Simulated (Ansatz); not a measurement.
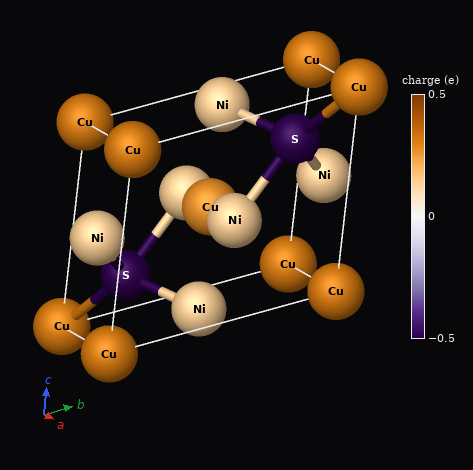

The image is a ball-and-stick drawing of a crystal, viewed slightly off an axis. The outline marks the simulation cell. The atoms of this Cu$_{2}$Ni$_{3}$S$_{2}$ cell are coloured by their Bader charge.

Method used: Ansatz, DFT, PAW plane waves, PBE, spin-orbit. It ran with a kinetic-energy cutoff of 420 eV, Brillouin-zone sampling on a 5×5×5 mesh, Fermi-Dirac smearing of 0.1 eV, spinor wavefunctions. The pressure of the cell is 20 GPa.

**Give the charges by element.**

Most positive: Cu; most negative: S. Charges: about Cu +0.3 e; Ni +0.1 e; S -0.5 e.

The picture shows a generated cell, made by putting these elements into a known structure type (the compound may or may not exist in this form); the geometry isn't optimised. It was run through Ansatz as a DFT input.

At this level of theory the cell isn't at rest (compressed, at 20 GPa and forces up to 2.5 eV/Å), so its distances can differ from those at equilibrium, the more so the softer the solid.
